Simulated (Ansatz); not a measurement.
## ZnO: pressure series

Base system: ZnO in the wurtzite structure (space group P6_3mc, No. 186; a = 3.2352 Å, c = 5.2114 Å).

Cell and atoms are relaxed at each pressure.

All numbers come from Ansatz (a first-principles code) r2SCAN, no spin-orbit coupling.

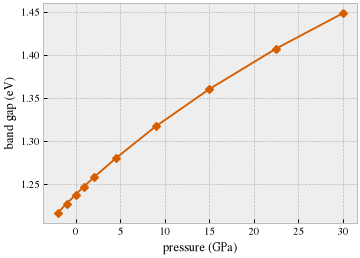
Figure. Band gap against pressure

Question: From the plot, what is the band gap for pressure 22.5 GPa?

Answer: About 1.41 eV.

Question: Is the trend monotonic over the range shown?

Answer: Yes, it rises throughout, spanning 1.22 eV to 1.45 eV.

Load acts through the strain it causes; cell and atoms are relaxed under it. Whether these cells are dynamically stable was not tested. Measured, ZnO leaves this structure (for rock salt) near 9.1 GPa (temperature not stated; as listed in Datta, Sujoy, Jana, Debnarayan, arXiv (2020)), on rising pressure, with hysteresis.
